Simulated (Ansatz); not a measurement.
## Electronic structure of CH4···CH5Si (doublet) in real space

Input

```
crystal:
  periodic: [false, false, false]
  atoms:
    - { symbol: H, position_ang: [-1.033488, 0.256663, -1.014489] }
    - { symbol: Si, position_ang: [0.943109, -1.190405, 0.180405] }
    - { symbol: C, position_ang: [1.358961, 0.014743, 1.564755] }
    - { symbol: C, position_ang: [-1.823574, 0.861041, -1.46216] }
    - { symbol: H, position_ang: [0.371361, -2.474296, 0.702582] }
    - { symbol: H, position_ang: [2.128713, -1.478459, -0.69191] }
    - { symbol: H, position_ang: [1.755754, 0.953963, 1.147482] }
    - { symbol: H, position_ang: [0.45355, 0.260923, 2.142454] }
    - { symbol: H, position_ang: [2.109001, -0.386833, 2.267865] }
    - { symbol: H, position_ang: [-2.408117, 1.34588, -0.668573] }
    - { symbol: H, position_ang: [-2.479669, 0.211099, -2.057043] }
    - { symbol: H, position_ang: [-1.375502, 1.625582, -2.111367] }
magnetization:
  spin_polarized: true
  initial_magnetization: 1
basis:
  gaussian: { orbitals: def2-SVP }
hamiltonian:
  xc: r2scan
  dispersion: d4
relax:
  f_tol: 0.03
  max_steps: 50
output:
  orbitals: {}
```

Run with:

```sh
ansatz run input.yaml --threads 4 --pin off --max-ram 5120MiB --backend cpu --events-out ev --progress --plain --runs-dir out
```

The fields are those of the relaxed geometry.

All numbers below come from Ansatz, UKS r2SCAN-D4/def2-SVP.

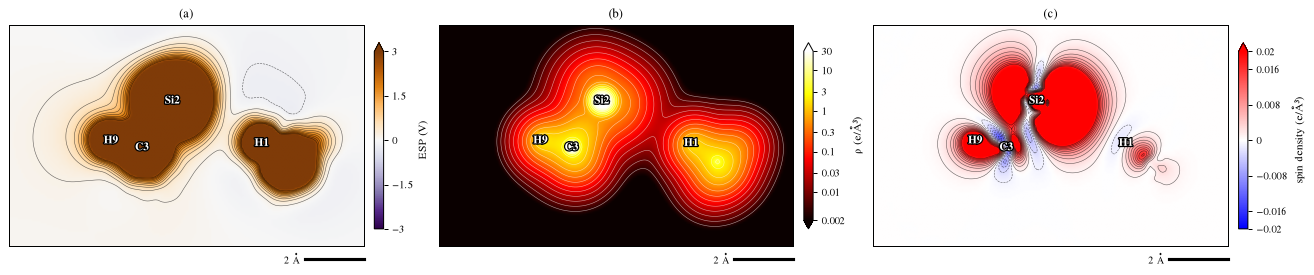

Figure 1. (a) molecular electrostatic potential; (b) electron density; (c) spin density (α minus β) on the plane of atoms Si2, C3 and H9.

> Interpret the plot.

Atoms in the plane: H, Si and C. Si2···H1 (3.34 Å): the density falls to about 0.03 e/Å³ on the way: a non-bonded, intermolecular contact. C–Si (1.88 Å): the density is about 0.92 e/Å³ at the midpoint. C–H (1.10 Å): the density is about 1.8 e/Å³ at the midpoint. The unpaired spin (1 electron) lies mostly on Si2 (about 0.8), in electrons by Hirshfeld's partition. The potential has no marked negative region in this plane.

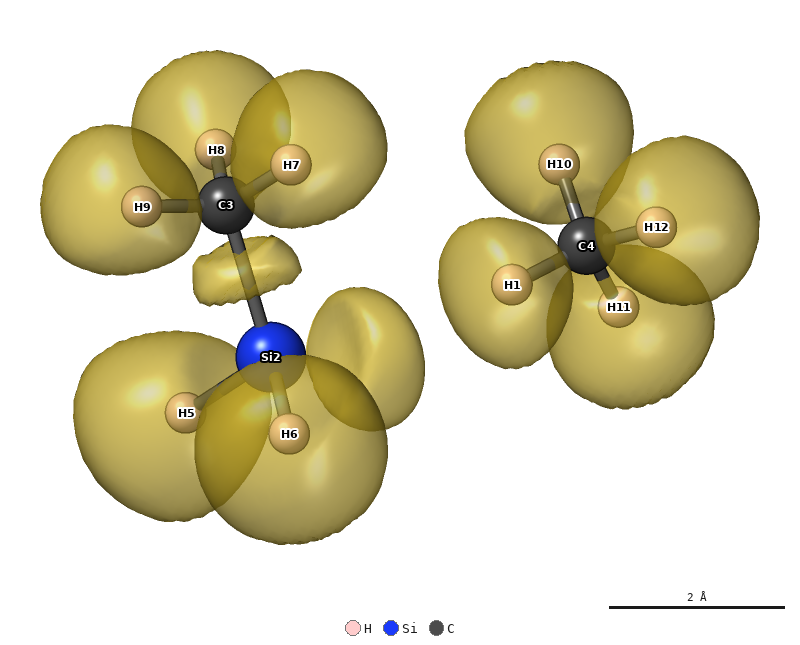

Figure 2. Isosurface of the electron localisation function at 0.8 (yellow), seen at a tilt. Core shells and regions of very low density are left out.

> Where are the electrons localised?

The ELF exceeds this value in one region between bonded C–Si atoms (shared pairs), nine regions around hydrogen nuclei and one lobe on Si, pointing away from the bonds (non-bonding electrons). Along the contacts the grid gives the following. Si2···H1 (3.34 Å): the ELF dips to about 0 between them: a weak contact between the two molecules. C–Si (1.88 Å): the ELF peaks at about 0.95 between the atoms; localised, covalent bonding.

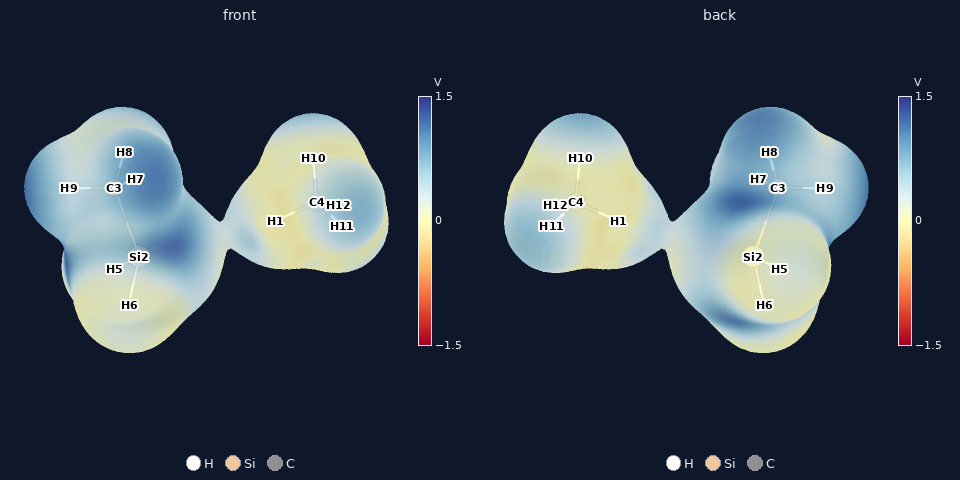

Figure 3. The electrostatic potential painted on the density surface at 0.004 e/bohr³, seen from the front and from behind; red is negative and blue positive.

> Where is the surface potential most negative and most positive?

The most negative region (about −0.1 V) lies over C4, the most positive (about +1.2 V) over Si2.
